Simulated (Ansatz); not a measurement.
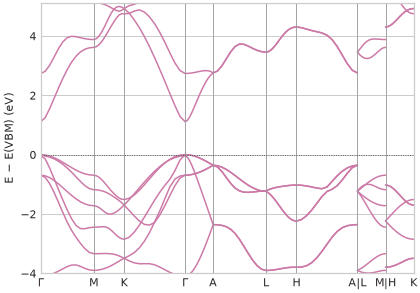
Band structure from PBE (plane waves, PAW; program Ansatz)

Question: Read off the gap and where the band edges lie.

Answer: About 1.1 eV (1.11 eV by a search for the band edges); maximum at Γ, minimum at Γ.

Question: Pick the material that matches.
A) GaN, wurtzite
B) ZnS, NiAs type
C) SnC, wurtzite
D) CdS, wurtzite

Answer: D, CdS, wurtzite

Space group P6_3mc (wurtzite). Symmetry was held in the PBE relaxation. Spin–orbit coupling is left out wherever it is not named.

Potentials: the earlier of the program's two PAW sets.
